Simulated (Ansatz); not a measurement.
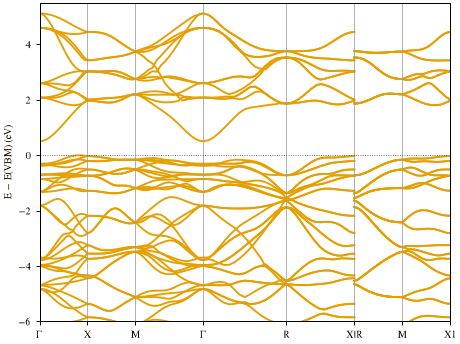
Figure. Band structure from r²SCAN (plane waves, PAW; program Ansatz)

Read off the gap and where the band edges lie.

About 0.5 eV (0.50 eV by a search for the band edges); maximum on the Γ–X line, 83 % of the way from Γ, minimum at Γ.

Pick the material that matches.
A) CsPbBr3, cubic perovskite
B) RuSe2, Pa-3 (Ru on 4a, Se on 8c)
C) SnO2, Pa-3 (Sn on 4a, O on 8c)
D) CdSe2, Pa-3 (Cd on 4a, Se on 8c)

B, RuSe2, Pa-3 (Ru on 4a, Se on 8c)

The workflow started from a Materials Project entry (that database holds measured and hypothetical structures alike); the Crystallography Open Database files this formula in space group No. 205, but the cells were not matched. Whether it is the stable phase at ambient conditions was not checked. The r²SCAN relaxation kept the symmetry of its start; whether a distortion lowers the energy is not shown. No spin polarisation was allowed. Spin–orbit coupling is left out wherever it is not named.

Potentials: the later of the program's two PAW sets.
